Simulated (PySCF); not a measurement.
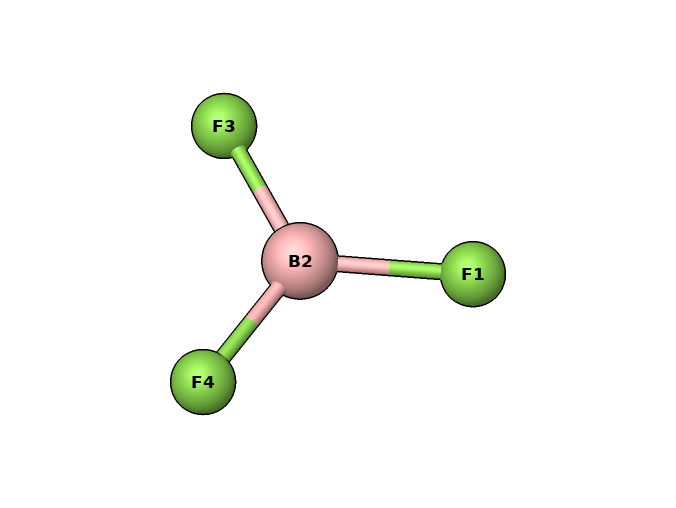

Atoms carry their numbers in the input. Computed geometry: PBE0-D3(BJ)/def2-SVP optimisation. No frequency run is at hand to confirm it as a minimum.

Give the bond lengths.

```json
{"bond": "F1–B2", "length (Å)": "1.311", "order": "single"}
{"bond": "B2–F3", "length (Å)": "1.310", "order": "single"}
{"bond": "B2–F4", "length (Å)": "1.310", "order": "single"}
```
